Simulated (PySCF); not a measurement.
SMILES C[Si](C)(C)[Zn][SiH3] (C3H12Si2Zn), singlet at its GFN2-xTB optimised geometry (Å):

```
18

Zn    -1.6266    -2.0585     1.7893
Si    -0.5708    -0.7173     0.0000
H     -0.9017     0.7173     0.0000
H     -0.9017    -1.1331    -1.3733
H      0.9017    -0.7173     0.0000
Si    -2.6806    -3.4591     3.5768
C     -4.4998    -3.9575     3.1977
C     -2.7500    -2.6112     5.3024
C     -1.7657    -5.1241     3.8817
H     -4.9137    -4.5647     3.9985
H     -5.1389    -3.0856     3.0861
H     -4.5735    -4.5344     2.2797
H     -3.3310    -1.6933     5.2742
H     -1.7572    -2.3568     5.6636
H     -3.2080    -3.2646     6.0404
H     -0.7369    -4.9642     4.1930
H     -1.7426    -5.7380     2.9852
H     -2.2558    -5.7026     4.6604
```

Computed with B3LYP/def2-SVP run with PySCF 2.14.0. Cells within 0.4 Å of a nucleus heavier than hydrogen are left out (blank, or x).

Map of the log10 of the electron density (e/bohr³), floored at −4 on the plane z = 0.0 Å:

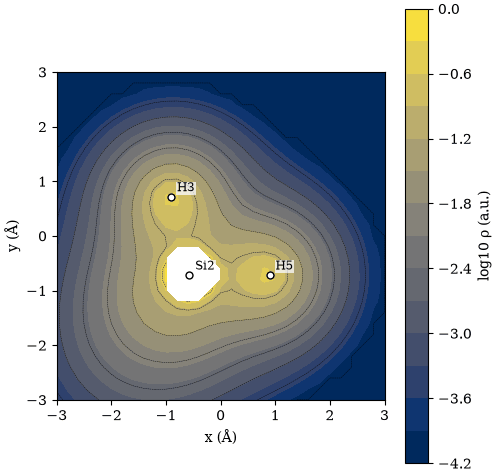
Log10 of the electron density (e/bohr³), floored at −4 on the plane z = 0.0 Å.
